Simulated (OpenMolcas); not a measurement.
# Single-point calculation of TiO2 (part 1 of 4)

- system: TiO2, multiplicity 3, SMILES [O]=[Ti]=[O]
- method: M06-2X/aug-cc-pVDZ, UKS (OpenMolcas 26.06)

The geometry is that of the parent species in another charge or spin state. The geometry comes from this level: PBE0-D4/def2-TZVP.

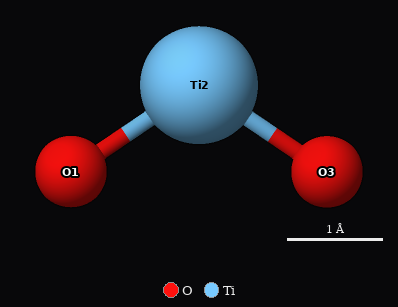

The structure as given in the input (ball-and-stick view, seen on its broad side; atoms are numbered from 1 in the order of the input). Sticks mark near contacts. Bond lengths as drawn: O–Ti 1.63 Å.

### Input file
```
* O2Ti Kohn-Sham DFT
&GATEWAY
BasLib=$CurrDir
Coord
3
angstrom
O        0.921000       0.928800       0.444600
Ti       0.135000      -0.492000       0.331600
O       -1.056100      -0.436800      -0.776200
Basis=aug-cc-pVDZ
Group=NoSym
&SEWARD
GridInput
Grid=UltraFine
End of Grid
&SCF
UHF
Spin=3
KSDFT=M062X
Thresholds=1e-10 1e-07 1e-07 1e-05
PrOrbitals=1 2
```

Run on 1 thread of Arm Neoverse N1, 98 GiB of memory available, shared host.

Launch command:
```bash
export MOLCAS_MEM=1860
pymolcas test.inp > test.log
```

### Output
```
--- Start Module: gateway ---

                                              &GATEWAY

                       available to each process: 1.9 GB of memory, 1 thread

 Basis Set     1 Label: O.AUG-CC-PVDZ
 Basis set is read from library:.
 basistype.tbl is not found

 Basis Set     2 Label: TI.AUG-CC-PVDZ
 Basis set is read from library:.
 basistype.tbl is not found

 Basis Set     3 Label: O.AUG-CC-PVDZ
 Basis set is read from library:.
 basistype.tbl is not found

++    Symmetry information:
      ---------------------

                    Character Table for C1

                             E
                    a        1  x, y, xy, Rz, z, xz, Ry, yz, Rx, I
--

++    Basis set information:
      ----------------------

      Basis set label: O.AUG-CC-PVDZ.........

      Electronic valence basis set:
      ------------------
      Associated Effective Charge   8.000000 au
      Associated Actual Charge      8.000000 au
      Nuclear Model: Point charge

      Shell  nPrim  nBasis  Cartesian Spherical Contaminant
         s      10       4        X
         p       5       3        X
         d       2       2                 X

      Basis set label: TI.AUG-CC-PVDZ.........

      Electronic valence basis set:
      ------------------
      Associated Effective Charge  22.000000 au
      Associated Actual Charge     22.000000 au
      Nuclear Model: Point charge

      Shell  nPrim  nBasis  Cartesian Spherical Contaminant
         s      21       7        X
         p      17       6        X
         d       9       4                 X
         f       3       2                 X

      Basis set label: O.AUG-CC-PVDZ.........

      Electronic valence basis set:
      ------------------
      Associated Effective Charge   8.000000 au
      Associated Actual Charge      8.000000 au
      Nuclear Model: Point charge

      Shell  nPrim  nBasis  Cartesian Spherical Contaminant
         s      10       4        X
         p       5       3        X
         d       2       2                 X
--

++    Molecular structure info:
      -------------------------

                    ************************************************
                    **** Cartesian Coordinates / bohr, angstrom ****
                    ************************************************

     Center  Label                x              y              z                     x              y              z
        1      O1               1.740438       1.755178       0.840172              0.921000       0.928800       0.444600
        2      TI2              0.255113      -0.929745       0.626633              0.135000      -0.492000       0.331600
        3      O3              -1.995740      -0.825432      -1.466805             -1.056100      -0.436800      -0.776200

                    ***************************************
                    *    InterNuclear Distances / bohr    *
                    ***************************************

               1 O1            2 TI2           3 O3
    1 O1       0.000000
    2 TI2      3.075809        0.000000
    3 O3       5.093203        3.075663        0.000000

                    *******************************************
                    *    InterNuclear Distances / angstrom    *
                    *******************************************

               1 O1            2 TI2           3 O3
    1 O1       0.000000
    2 TI2      1.627648        0.000000
    3 O3       2.695207        1.627571        0.000000
--

            Nuclear Potential Energy            127.00991898 au

--- Stop Module: gateway /rc=_RC_ALL_IS_WELL_ ---

--- Start Module: seward ---

                                              &SEWARD

                       available to each process: 1.9 GB of memory, 1 thread

               SEWARD will generate:
                  Multipole Moment integrals up to order  2
                  Kinetic Energy integrals
                  Nuclear Attraction integrals (point charge)
                  One-Electron Hamiltonian integrals
                  Velocity integrals
                  Orbital angular momentum around (  0.1019  -0.3716   0.2505 )
                  Velocity quadrupole around (  0.1019  -0.3716   0.2505 )
                  Two-Electron Repulsion integrals

                   Integrals are discarded if absolute value <: 1.00E-14
                   Integral cutoff threshold is set to       <: 1.00E-16

            Nuclear Potential Energy            127.00991898 au

      Basis set specifications :
      Symmetry species         a
      Basis functions          105

--- Stop Module: seward /rc=_RC_ALL_IS_WELL_ ---
--- Module seward spent 8 seconds ---

--- Start Module: scf ---

                                                &SCF

                       available to each process: 1.9 GB of memory, 1 thread

++    Input section:
      --------------

      Header of the integral files:

      Cartesian coordinates in angstrom:
      -----------------------------------------------------
      No.  Label        X            Y            Z
      -----------------------------------------------------
       1   O1         0.92100000   0.92880000   0.44460000
       2   TI2        0.13500000  -0.49200000   0.33160000
       3   O3        -1.05610000  -0.43680000  -0.77620000
      -----------------------------------------------------
      Nuclear repulsion energy =  127.00991898
--

++    Orbital specifications:
      -----------------------

      Symmetry species               1
                                     a
      Frozen orbitals                0
      Start temperature = 0.500
      End temperature   = 0.010
      Temperature Factor= 0.460
      Deleted orbitals               0
      Total number of orbitals     105
      Number of basis functions    105
--

      Molecular charge                           0.000

      Numerical integration parameters
      --------------------------------
      Radial quadrature type:                         MHL
      Size of radial grid:                            99
      Lebedev angular grid:                           41
      Angular grid pruned with the crowding factor:  1.00E+10
                                 and fading factor:  1.00E+01
      Screening threshold for integral computation:   1.00E-11
      Radial quadrature accuracy:                     1.00E-25
      Maximum batch size:                             128
      AO values are stored on disk
      The same grid will be used for all iterations.

      DFT functional specifications
      -----------------------------
      Using Libxc version: 6.2.2
      Please cite the following reference:
      S. Lehtola, C. Steigemann, M. J.T. Oliveira, and M. A.L. Marques.,  SoftwareX 7, 1–5 (2018) doi:10.1016/j.softx.2017.11.002

      * Minnesota M06-2X hybrid exchange functional
        - Y. Zhao and D. G. Truhlar.,  Theor. Chem. Acc. 120, 215 (2008) doi:10.1007/s00214-007-0310-x
      * Minnesota M06-2X correlation functional
        - Y. Zhao and D. G. Truhlar.,  Theor. Chem. Acc. 120, 215 (2008) doi:10.1007/s00214-007-0310-x

++    Optimization specifications:
      ----------------------------

      SCF Algorithm: Conventional USCF
      D(i)-D(i-1) density differences are used
      Number of density matrices in core                 5
      Maximum number of NDDO SCF iterations            400
      Maximum number of HF SCF iterations              400
      Threshold for SCF energy change             1.00E-10
      Threshold for density matrix                1.00E-07
      Threshold for Fock matrix                   1.00E-07
      Threshold for linear dependence             1.00E-09
      Threshold at which DIIS is turned on        1.50E-01
      Maximum depth in the DIIS procedure                5
      Maximum depth in the BFGS Hessian update          30
      Threshold at which QNR/C2DIIS is turned on  7.50E-02
      Threshold for Norm(delta) (QNR/C2DIIS)      1.00E-05
      All orbitals punched on: UHFORB
--

      Input vectors read from INPORB
      Orbital file label: *Guess orbitals

++ Convergence information
                               UHF M062X      iterations: Energy and convergence statistics

Iter     Tot. M062X      One-elec.       Two-elec.     Energy      Max Dij or  Max Fij      DNorm      TNorm      AccCon     Time
         Energy          Energy          Energy        Change      Delta Norm                                                in Sec.
   1  -995.663229417 -1664.215708151   541.542559755   0.00E+00    2.77E-01*   6.60E-01*    8.93E+00   2.04E+02   None         6.
   2  -991.130834340 -1576.476174659   458.335421339   4.53E+00*   8.54E-02*   2.37E-01*    1.29E+02   1.89E+02   EDIIS        5.
   3  -997.844965167 -1638.330307269   513.475423123  -6.71E+00*   6.81E-01*   5.71E-01*    1.70E+01   2.00E+02   EDIIS        5.
   4  -988.530977977 -1694.004804771   578.463907814   9.31E+00*   3.50E-01*   1.66E-01*    3.84E+01   2.09E+02   EDIIS        5.
   5  -999.192572278 -1654.434951889   528.232460632  -1.07E+01*   3.23E-01*   1.39E-01*    1.66E+01   2.02E+02   EDIIS        5.
   6  -999.391378664 -1645.501230934   519.099933291  -1.99E-01*   1.64E-01*   1.07E-01*    6.95E+00   2.01E+02   EDIIS        5.
   7  -999.706287972 -1654.245779543   527.529572591  -3.15E-01*   1.81E-01*   7.39E-02*    1.37E+01   2.02E+02   EDIIS        5.
   8  -999.708223633 -1647.925361135   521.207218522  -1.94E-03*   5.24E-02*   3.30E-02*    1.05E+01   2.02E+02   EDIIS        5.

       Fermi aufbau procedure completed!
      nOcc(alpha)=   20
      nOcc(beta) =   18

   9  -999.779094060 -1651.149131210   524.360118171  -7.09E-02*   2.94E-02*   5.70E-03*    1.15E+00   2.02E+02   c2DIIS       5.
  10  -999.779809568 -1651.256850548   524.467122000  -7.16E-04*   3.88E-02*   2.77E-03*    3.99E-01   2.02E+02   QNRc2DIIS    5.
  11  -999.779981326 -1651.252775792   524.462875485  -1.72E-04*   7.22E-02*   2.42E-03*    2.51E-01   2.02E+02   QNRc2DIIS    5.
  12  -999.780056153 -1651.197270758   524.407295625  -7.48E-05*   2.22E-02*   2.32E-03*    5.03E-01   2.02E+02   QNRc2DIIS    5.
  13  -999.780119975 -1651.323357906   524.533318952  -6.38E-05*   1.15E-02*   7.06E-04*    3.27E-01   2.02E+02   QNRc2DIIS    5.
  14  -999.780124363 -1651.307430489   524.517387146  -4.39E-06*   6.92E-03*   9.52E-04*    7.28E-02   2.02E+02   QNRc2DIIS    5.
  15  -999.780132170 -1651.248769222   524.458718072  -7.81E-06*   8.69E-03*   3.91E-04*    1.31E-01   2.02E+02   QNRc2DIIS    5.
  16  -999.780135903 -1651.282027850   524.491972968  -3.73E-06*   2.63E-03*   1.20E-04*    6.53E-02   2.02E+02   QNRc2DIIS    5.
  17  -999.780136209 -1651.282073681   524.492018493  -3.06E-07*   1.71E-03*   4.09E-05*    1.37E-02   2.02E+02   QNRc2DIIS    5.
  18  -999.780136299 -1651.280045439   524.489990159  -9.07E-08*   2.40E-04*   2.17E-05*    9.56E-03   2.02E+02   QNRc2DIIS    5.
  19  -999.780136310 -1651.280122525   524.490067235  -1.06E-08*   2.67E-04*   1.30E-05*    1.55E-03   2.02E+02   QNRc2DIIS    5.
  20  -999.780136316 -1651.280085735   524.490030439  -5.59E-09*   3.10E-04*   5.83E-06*    8.33E-04   2.02E+02   QNRc2DIIS    5.
  21  -999.780136318 -1651.279821020   524.489765722  -2.79E-09*   1.04E-04*   4.36E-06*    1.14E-03   2.02E+02   QNRc2DIIS    5.
  22  -999.780136319 -1651.279652885   524.489597586  -4.44E-10*   2.63E-05*   3.40E-06*    3.76E-04   2.02E+02   QNRc2DIIS    5.
  23  -999.780136319 -1651.279621990   524.489566691  -1.20E-10*   1.96E-04*   2.95E-06*    1.44E-04   2.02E+02   QNRc2DIIS    5.
  24  -999.780136320 -1651.279351691   524.489296392  -4.67E-10*   9.74E-06    3.46E-07*    8.22E-04   2.02E+02   QNRc2DIIS    5.
  25  -999.780136320 -1651.279345772   524.489290472  -2.73E-12    6.41E-06    1.77E-07*    9.93E-05   2.02E+02   QNRc2DIIS    5.
  26  -999.780136320 -1651.279343838   524.489288539  -4.09E-12    9.34E-07    8.42E-08     6.91E-05   2.02E+02   QNRc2DIIS    5.

       Convergence after  26 Iterations
--

 *****************************************************************************************************************************
 *                                             SCF/KS-DFT Program, Final results                                             *
 *                                                       Final Results                                                       *
 *****************************************************************************************************************************

::    Total KS-DFT energy                            -999.7801363195
      One-electron energy                           -1651.2793438381
      Two-electron energy                             524.4892885387
      Nuclear repulsion energy                        127.0099189799
      Kinetic energy (interpolated)                   998.2549296821
      Virial theorem                                    1.0015278729
      Total spin, S(S+1)                                2.0498310896
      Total spin, S                                     1.0165193997
      Max non-diagonal density matrix element           0.0000005362
      Max non-diagonal Fock matrix element              0.0000000185

      All orbitals with orbital energies smaller than  E(LUMO)+0.5 are printed

++    Molecular orbitals:
      -------------------

      Title: UKS-DFT orbitals (alpha)

      Molecular orbitals for symmetry species 1: a

      Basis set list:
        1 O1     1s                 22 O1     3d2+               43 TI2    2pz                64 TI2    3d1+               85 O3     1s
        2 O1     1s                 23 O1     3d2+               44 TI2    2pz                65 TI2    3d2+               86 O3     1s
        3 O1     1s                 24 TI2    1s                 45 TI2    2pz                66 TI2    3d2+               87 O3     2px
        4 O1     1s                 25 TI2    1s                 46 TI2    2pz                67 TI2    3d2+               88 O3     2px
        5 O1     2px                26 TI2    1s                 47 TI2    2pz                68 TI2    3d2+               89 O3     2px
        6 O1     2px                27 TI2    1s                 48 TI2    2pz                69 TI2    4f3-               90 O3     2py
        7 O1     2px                28 TI2    1s                 49 TI2    3d2-               70 TI2    4f3-               91 O3     2py
        8 O1     2py                29 TI2    1s                 50 TI2    3d2-               71 TI2    4f2-               92 O3     2py
        9 O1     2py                30 TI2    1s                 51 TI2    3d2-               72 TI2    4f2-               93 O3     2pz
       10 O1     2py                31 TI2    2px                52 TI2    3d2-               73 TI2    4f1-               94 O3     2pz
       11 O1     2pz                32 TI2    2px                53 TI2    3d1-               74 TI2    4f1-               95 O3     2pz
       12 O1     2pz                33 TI2    2px                54 TI2    3d1-               75 TI2    4f0                96 O3     3d2-
       13 O1     2pz                34 TI2    2px                55 TI2    3d1-               76 TI2    4f0                97 O3     3d2-
       14 O1     3d2-               35 TI2    2px                56 TI2    3d1-               77 TI2    4f1+               98 O3     3d1-
       15 O1     3d2-               36 TI2    2px                57 TI2    3d0                78 TI2    4f1+               99 O3     3d1-
       16 O1     3d1-               37 TI2    2py                58 TI2    3d0                79 TI2    4f2+              100 O3     3d0
       17 O1     3d1-               38 TI2    2py                59 TI2    3d0                80 TI2    4f2+              101 O3     3d0
       18 O1     3d0                39 TI2    2py                60 TI2    3d0                81 TI2    4f3+              102 O3     3d1+
       19 O1     3d0                40 TI2    2py                61 TI2    3d1+               82 TI2    4f3+              103 O3     3d1+
       20 O1     3d1+               41 TI2    2py                62 TI2    3d1+               83 O3     1s                104 O3     3d2+
       21 O1     3d1+               42 TI2    2py                63 TI2    3d1+               84 O3     1s                105 O3     3d2+

  Index Energy  Occupation Coefficients ...

    1 -180.4522    1.0000         24 TI2    1s     ( 0.973),

    2  -20.4296    1.0000         25 TI2    1s     ( 0.976),

    3  -19.6845    1.0000          1 O1     1s     ( 1.001),

    4  -19.6844    1.0000         83 O3     1s     ( 1.001),

    5  -17.1281    1.0000         31 TI2    2px    (-0.642),    43 TI2    2pz    ( 0.706),

    6  -17.1263    1.0000         37 TI2    2py    (-0.809),    43 TI2    2pz    ( 0.545),

    7  -17.1215    1.0000         31 TI2    2px    ( 0.734),    37 TI2    2py    ( 0.506),    43 TI2    2pz    ( 0.453),

    8   -2.5995    1.0000         26 TI2    1s     ( 1.034),

    9   -1.6940    1.0000         32 TI2    2px    ( 0.688),    33 TI2    2px    ( 0.439),    34 TI2    2px    (-0.606),    38 TI2    2py    ( 0.475),
                                  40 TI2    2py    (-0.418),    44 TI2    2pz    ( 0.425),    46 TI2    2pz    (-0.374),

   10   -1.6736    1.0000         38 TI2    2py    ( 0.783),    39 TI2    2py    ( 0.425),    40 TI2    2py    (-0.583),    44 TI2    2pz    (-0.528),
                                  46 TI2    2pz    ( 0.393),

   11   -1.6580    1.0000         32 TI2    2px    (-0.635),    34 TI2    2px    ( 0.407),    44 TI2    2pz    ( 0.698),    46 TI2    2pz    (-0.447),

   12   -1.0620    1.0000          2 O1     1s     ( 0.670),    40 TI2    2py    ( 0.337),    84 O3     1s     ( 0.665),

   13   -1.0448    1.0000          2 O1     1s     (-0.668),    33 TI2    2px    ( 0.351),    34 TI2    2px    (-0.512),    40 TI2    2py    (-0.352),
                                  84 O3     1s     ( 0.673),

   14   -0.5147    1.0000          8 O1     2py    (-0.481),    11 O1     2pz    ( 0.345),    90 O3     2py    (-0.507),    93 O3     2pz    ( 0.321),

   15   -0.4709    1.0000         33 TI2    2px    ( 0.596),    34 TI2    2px    (-0.893),    40 TI2    2py    (-0.618),    46 TI2    2pz    (-0.551),
                                  87 O3     2px    ( 0.461),

   16   -0.4506    1.0000          5 O1     2px    ( 0.392),    11 O1     2pz    (-0.431),    87 O3     2px    (-0.390),    93 O3     2pz    ( 0.428),

   17   -0.4434    1.0000          8 O1     2py    (-0.467),    11 O1     2pz    ( 0.428),    34 TI2    2px    ( 0.343),    90 O3     2py    ( 0.611),

   18   -0.4383    1.0000          5 O1     2px    (-0.397),    11 O1     2pz    ( 0.436),    87 O3     2px    (-0.399),    93 O3     2pz    ( 0.439),

   19   -0.4374    1.0000          5 O1     2px    (-0.455),     8 O1     2py    (-0.348),    39 TI2    2py    (-0.438),    40 TI2    2py    ( 0.657),
                                  46 TI2    2pz    (-0.443),    87 O3     2px    ( 0.471),

   20   -0.2455    1.0000         27 TI2    1s     (-1.123),

   21   -0.0595    0.0000         39 TI2    2py    ( 0.518),    45 TI2    2pz    (-0.349),    53 TI2    3d1-   ( 0.446),    61 TI2    3d1+   (-0.402),
                                  65 TI2    3d2+   ( 0.318),
```
